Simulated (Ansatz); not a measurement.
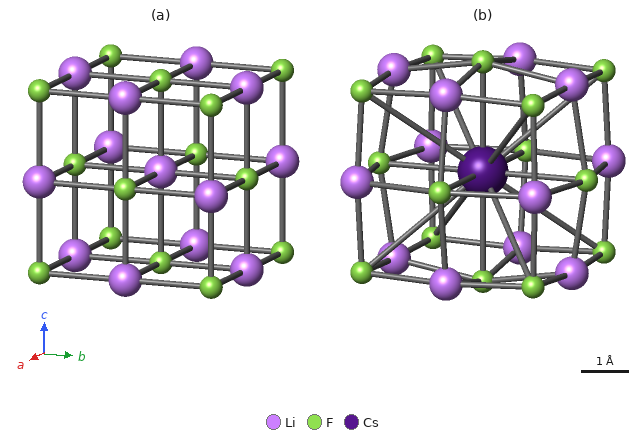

Left: perfect LiF. Right: the same region with one point defect, after relaxing the atoms in a supercell of 54 sites. A ball-and-stick model of the atoms within 3.8 Å of one point, seen slightly off an axis.

Theory: DFT, PBE, plane-wave PAW, default files, scalar-relativistic in Ansatz 0.2.0. (plane-wave cutoff 420 eV; k-point mesh 3 × 3 × 3; occupations fermi dirac; smearing width 0.01 eV; no spin polarisation) The axes drawn are those of the host's conventional cell.

**Which defect is it?**

A lithium atom is replaced by caesium.

The charge state of the cell is 0.

**How does the lattice respond?**

In the host the Li atom has 6 F at 2.01 Å; the Cs atom ends with 6 F at 2.43 Å. Of the host's atoms, a fluorine atom moves furthest from its site, by 0.42 Å. Relaxing the atoms from the host's sites lowers the energy by 12.28 eV.
